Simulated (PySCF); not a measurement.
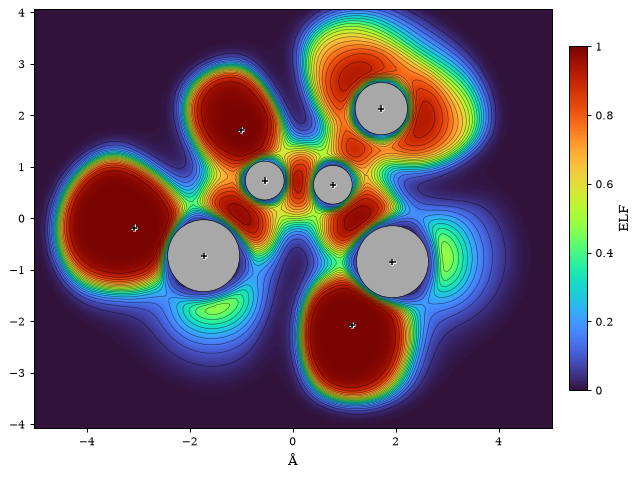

The electron localisation function on a plane through atoms (crosses mark nuclei in the plane; grey discs cover the cores).

All numbers below come from PySCF, PBE0/def2-SVPD, SCF density, gas phase.

Candidates:
A. BH6OPSi (SMILES [SiH3]OBP)
B. C5H11NO (SMILES CC(C)(C)C(N)=O)
C. C2H7ClSi2 (SMILES [SiH3]/C=C(\[SiH3])Cl)

**Which system is this?**

Candidate C: C2H7ClSi2 on the plane of atoms Si4, C3 and Cl5, which holds Si, C, Cl and H. C–C (1.33 Å): the ELF peaks at about 0.95 between the atoms: a short, multiple covalent bond. C–Cl (1.76 Å): the ELF peaks at about 0.90 between the atoms, as expected for a shared electron pair.
